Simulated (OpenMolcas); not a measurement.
# Run report: Tl²⁺, multiconfigurational calculation

Tl²⁺. Computed at this level: state-averaged SS-CASPT2, IPEA shift 0.4, closed shells 5d correlated, active space 1 electron in the shells 6s 6p, basis ANO-R2, X2C scalar Hamiltonian, spin-orbit coupling by RASSI with atomic mean-field integrals (OpenMolcas).

Results in brief:

| quantity | value |
| --- | --- |
| outcome | converged |
| lowest level | 6s ²S₁/₂ |
| first excited level | 6p ²P°₁/₂, 68,538 cm⁻¹ |
| energy of the lowest spin-free term | −20243.27631 hartree |
| energy of the lowest spin-orbit level | −20243.27631 hartree |
| CASPT2 correlation energy | −0.3549 hartree |
| largest spread among components of a term | 0.0 cm⁻¹ |
| lowest reference weight | 0.936 |
| hardware | 1 CPU thread, shared host |
| wall time | 1 s |

Remarks:

To bear in mind: spin-orbit splittings of 6p ions too small.

Input:
```
&GATEWAY
Coord
1

Tl 0.0 0.0 0.0
Basis=ANO-R2
Group=XYZ
NoMove
AngMom=0.0 0.0 0.0
AMFI
&SEWARD
&RASSCF
FileOrb=start.orb
Symmetry=1
Spin=2
nActEl=1 0 0
Inactive=20 19
Ras2=1 3
CIRoot=1 1 1
SDav=1
CIMx=300
Iter=120 100
PrWF=0.3
OrbListing=Nothing
MaxOrb=0
Atom
>>> COPY $Project.JobIph JOB001
&RASSCF
FileOrb=start.orb
Symmetry=2
Spin=2
nActEl=1 0 0
Inactive=20 19
Ras2=1 3
CIRoot=3 3 1
SDav=3
CIMx=300
Iter=120 100
PrWF=0.3
OrbListing=Nothing
MaxOrb=0
Atom
>>> COPY $Project.JobIph JOB002
&RASSI
NrOfJobIphs=2 1 3
1
1 2 3
IphNames
JOB001
JOB002
EJob
SpinOrbit
DIPRint=1.0
SOCoupling=1000.0
Subsets=2
MEES
Property=10
'ANGMOM' 1 'ANGMOM' 2 'ANGMOM' 3 'MLTPL  1' 1 'MLTPL  1' 2 'MLTPL  1' 3
'AMFI' 1 'AMFI' 2 'AMFI' 3 'MLTPL  2' 6
SOProperty=3
'ANGMOM' 1 'ANGMOM' 2 'ANGMOM' 3
>>> COPY JOB001 $Project.JobIph
&CASPT2
Multistate=1 1
Frozen=15 19
IPEA=0.4
MaxIter=60
WThr=0.0 0.3 0.05
PrWF=0.5
NoMix
>>> COPY JOB002 $Project.JobIph
&CASPT2
Multistate=3 1 2 3
NoMult
Frozen=15 19
IPEA=0.4
MaxIter=60
WThr=0.0 0.3 0.05
PrWF=0.5
NoMix
```

The file start.orb holds starting orbitals from an earlier step. A driver script formed the levels outside the program, from RASSI's spin-orbit matrix and the CASPT2 energies (for multi-state variants, the effective Hamiltonian), averaged over the components of each term or state. The log and the time are those of the CASPT2 step.

Run as:
```bash
OMP_NUM_THREADS=1 MOLCAS_MEM=2252 MOLCAS_PROJECT=a pymolcas a.inp > a.log  # once for each step of the input, in one work folder
```

Log (extracts):
```
--- CASPT2 ---
Orbital specifications:
      -----------------------

      Symmetry species                           1   2
                                                ag  au
      Frozen orbitals                           15  19
      Inactive orbitals                          5   0
      Active orbitals                            1   3
      Secondary orbitals                        21  20
      Deleted orbitals                           0   0
      Number of basis functions                 42  42
Type of calculation                        SS-CASPT2
      Fock operator                              state-specific
      IPEA shift                                 0.40
      Real shift                                 0.00
      Imaginary shift                            0.00
      The input orbitals will be transformed to quasi-canonical
Reference energy:      -20242.9213693467
      E2 (Non-variational):      -0.3549417840
      E2 (Variational):          -0.3549417780
      Total energy:          -20243.2763111247
      Residual norm:              0.0000000879
      Reference weight:           0.93614
      Contributions to the CASPT2 correlation energy
      Active & Virtual Only:         -0.0000000000
      One Inactive Excited:          -0.0551647725
      Two Inactive Excited:          -0.2997770116
::    CASPT2 Root  1     Total energy: -20243.27631112
--- CASPT2 ---
Orbital specifications:
      -----------------------

      Symmetry species                           1   2
                                                ag  au
      Frozen orbitals                           15  19
      Inactive orbitals                          5   0
      Active orbitals                            1   3
      Secondary orbitals                        21  20
      Deleted orbitals                           0   0
      Number of basis functions                 42  42
Type of calculation                        SS-CASPT2
      Fock operator                              state-specific
      IPEA shift                                 0.40
      Real shift                                 0.00
      Imaginary shift                            0.00
      The input orbitals will be transformed to quasi-canonical
Reference energy:      -20242.5951964089
      E2 (Non-variational):      -0.3363886467
      E2 (Variational):          -0.3363886417
      Total energy:          -20242.9315850505
      Residual norm:              0.0000001827
      Reference weight:           0.93964
      Contributions to the CASPT2 correlation energy
      Active & Virtual Only:         -0.0000000000
      One Inactive Excited:          -0.0368403094
      Two Inactive Excited:          -0.2995483373
Reference energy:      -20242.5951964089
      E2 (Non-variational):      -0.3363886467
      E2 (Variational):          -0.3363886417
      Total energy:          -20242.9315850505
      Residual norm:              0.0000001827
      Reference weight:           0.93964
      Contributions to the CASPT2 correlation energy
      Active & Virtual Only:         -0.0000000000
      One Inactive Excited:          -0.0368403094
      Two Inactive Excited:          -0.2995483373
::    CASPT2 Root  1     Total energy: -20242.93158505
::    CASPT2 Root  2     Total energy: -20242.93158505
::    CASPT2 Root  3     Total energy: -20242.93158505
```

Spin-orbit levels, grouped by J and assigned:

| Configuration | Level | E (cm⁻¹) | LS purity (%) | Landé g |
| --- | --- | --- | --- | --- |
| 6s | ²S₁/₂ | 0 | 100 | 2.002 |
| 6p | ²P°₁/₂ | 68,540 | 100 | 0.666 |
| 6p | ²P°₃/₂ | 79,220 | 100 | 1.334 |

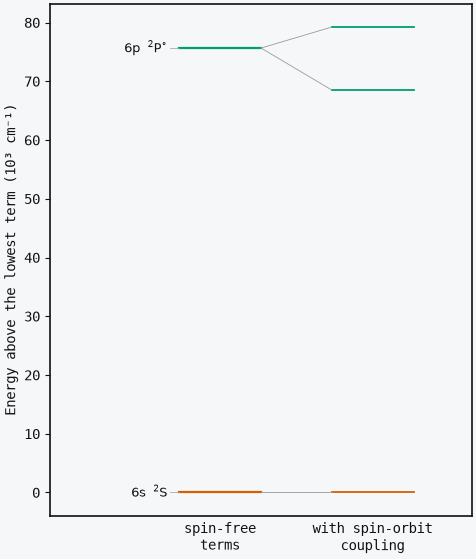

**Figure 1.** Terms of Tl²⁺ (thallium, Z = 81) without and with spin-orbit coupling; the J values are left off. 6s ²S (at 0) gives the one level J = 1/2; 6p ²P° (at 75,700 cm⁻¹) splits over 10,700 cm⁻¹ into J = 1/2, 3/2 from the bottom up (normal). The ground level lies 0 below the lowest term.
